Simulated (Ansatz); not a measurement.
System: AlClH3NO.

Input file:

```
crystal:
  periodic: [false, false, false]
  atoms:
    - { symbol: Al, position_ang: [0.0, 0.0, 0.0] }
    - { symbol: "N", position_ang: [0.0, 0.0, 1.92] }
    - { symbol: H, position_ang: [-0.877, -0.2713, 2.45] }
    - { symbol: H, position_ang: [0.877, 0.2713, 2.45] }
    - { symbol: O, position_ang: [1.5415, 0.0, -0.89] }
    - { symbol: H, position_ang: [1.8414, -0.9519, -1.0449] }
    - { symbol: Cl, position_ang: [-1.9312, 0.0, -1.115] }
basis:
  gaussian: { orbitals: "6-31G*" }
hamiltonian:
  xc: pbe0
  dispersion: d4
relax:
  f_tol: 0.02
  max_steps: 40
output:
  orbitals: {}
```

Launched as:

```sh
ansatz run input.yaml --threads 1 --pin off --max-ram 2048MiB --backend cpu --events-out ev --progress --plain --runs-dir out
```

The fields are those of the relaxed geometry.

Theory: RKS PBE0-D4/6-31G* in Ansatz.

### What will maps of the electron density and electron localisation function show?

Al–O (1.70 Å): ρ is about 0.84 e/Å³ halfway; the ELF peaks at about 0.90 in the valence shell of O, 0.6 Å from its nucleus, and is about 0.35 at the midpoint.
Al–N (1.76 Å): ρ is about 0.82 e/Å³ halfway; the ELF peaks at about 0.95 in the valence shell of N, 0.6 Å from its nucleus, and is about 0.50 at the midpoint.
Al–Cl (2.11 Å): the density is about 0.72 e/Å³ at the midpoint; the ELF peaks at about 0.90 in the valence shell of Cl, 0.9 Å from its nucleus, and is about 0.85 at the midpoint.
O–H (0.96 Å): the density is about 3.6 e/Å³ at the midpoint; the ELF climbs to about 1 towards the hydrogen, as it does in any bond to H: a covalent bond by its length.

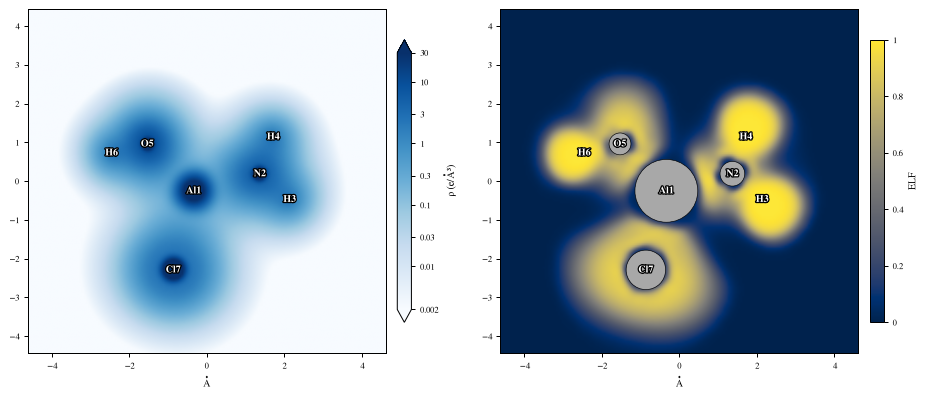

Computed electron density and electron localisation function on the molecular plane, in this order. Grey discs cover the atomic cores in the ELF map. 
